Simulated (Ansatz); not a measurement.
Calculation: PBE (plane waves to 420 eV, PAW; Ansatz, an electronic-structure program).

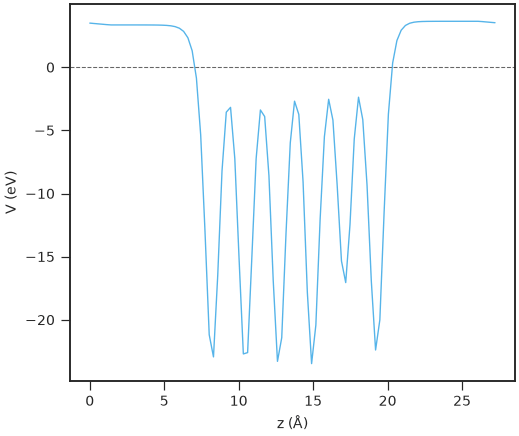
Plane-averaged electrostatic potential energy along the normal, in eV from the Fermi level, for the (100) surface of rock-salt TaC, Ti on all Ta sites of the second plane (bottom of the slab: a bare face, its two planes held)

Slab: 12 atoms, 11.1 Å thick at the start; k 12x12x1, smearing 0.1 eV, dipole-corrected; 4 atoms held, the rest relaxed; symmetry of the start imposed; no spin, no spin-orbit, no U. In PBE it is, or lies within 0.01 eV a 1x1 cell of, the lowest of the 2 structures of its composition computed so far; larger cells were not tried.

The vacuum level lies 3.64 eV above the Fermi level over the top face and 3.35 eV above it under the bottom face.
